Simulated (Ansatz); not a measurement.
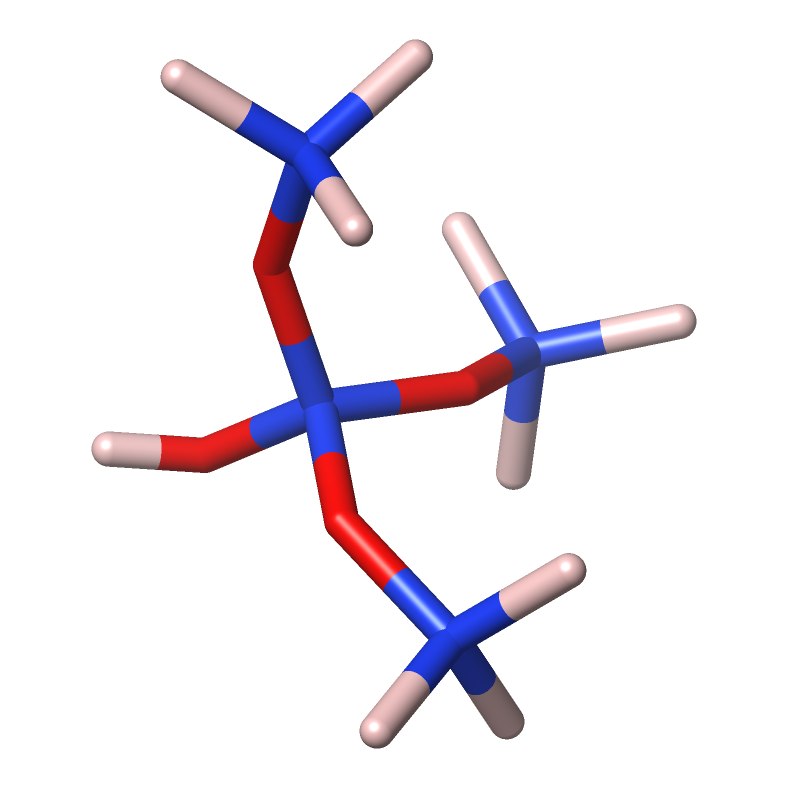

Rendered structure (stick style). Every bond is drawn as one stick, whatever its order. Colours: silicon blue, oxygen red, hydrogen pink.

The computed structure is the end point of a PBE0-D4/def2-TZVP optimisation.

What does the picture show?

The molecule is H₁₀O₄Si₄. The point group is C1. Coordination: 4 Si tetrahedral; 4 O bent.

More results for the same structure follow; atom numbers are the same in all pictures, views and colours differ.

Vibrations

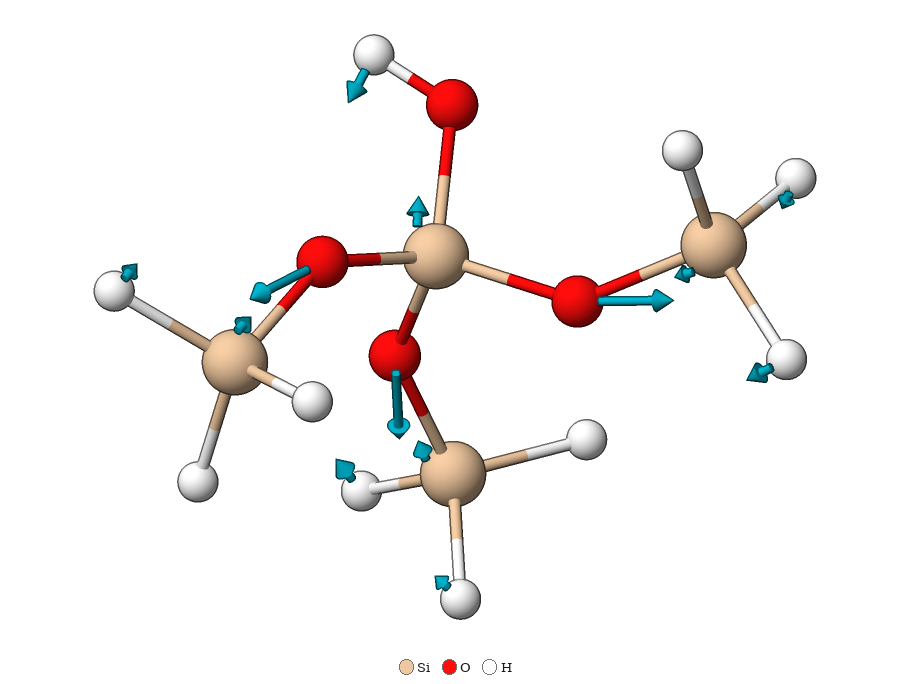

The arrows show one normal mode. Harmonic vibrations computed with RKS PBE0-D4/def2-TZVP (Ansatz 0.2.0) at a stationary point of the same level.

Describe the motion.

Mostly out-of-phase stretching of 6 O–Si bonds.

At what wavenumber does it lie?

1146 cm⁻¹; it is mode 38 of 48 counted from the lowest.

Dipole moment

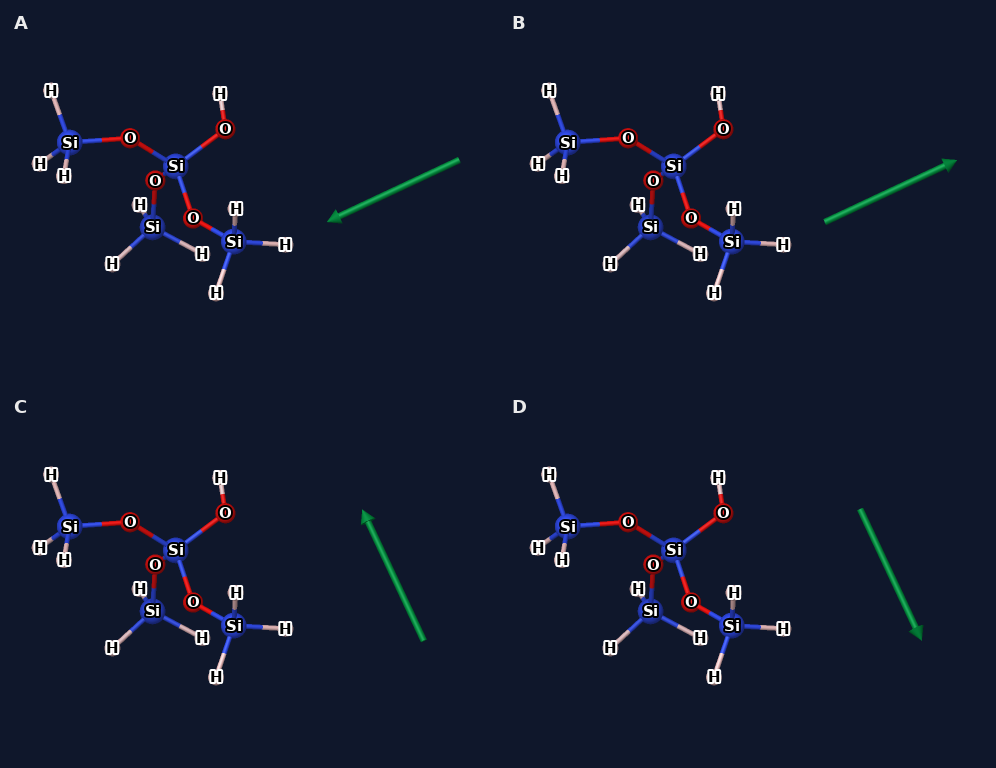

The same molecule four times, each with an arrow. Properties computed with RKS PBE0-D4/def2-TZVP (Ansatz 0.2.0).

Which arrow points along the dipole moment, from the negative to the positive end?

C. The dipole moment is 0.87 D.

Charges

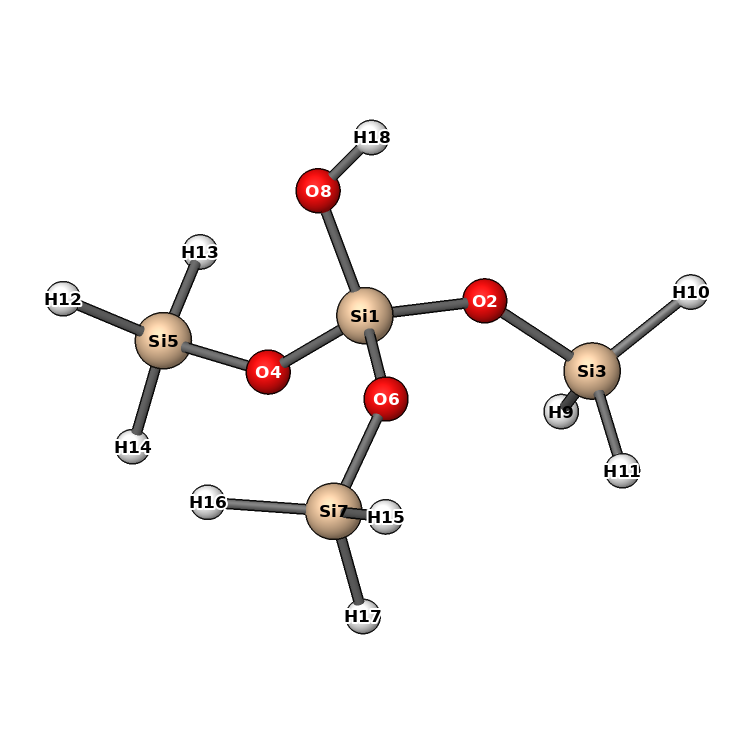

The questions are on Mulliken charges. Level of theory: RKS PBE0-D4/def2-TZVP (Ansatz 0.2.0).

Which atom carries the highest charge (most positive or least negative)?

Si1 (0.65 e).

And the lowest?

O8 (−0.51 e).

List the Mulliken charges.

```
atom  value (e)
 Si1       0.65
  O2      −0.34
 Si3       0.27
  O4      −0.35
 Si5       0.28
  O6      −0.34
 Si7       0.28
  O8      −0.51
  H9      −0.03
 H10      −0.03
 H11      −0.03
 H12      −0.03
 H13      −0.03
 H14      −0.03
 H15      −0.03
 H16      −0.03
 H17      −0.03
 H18       0.33
```

Mulliken values depend strongly on the basis set and can even reverse the polarity of a bond.
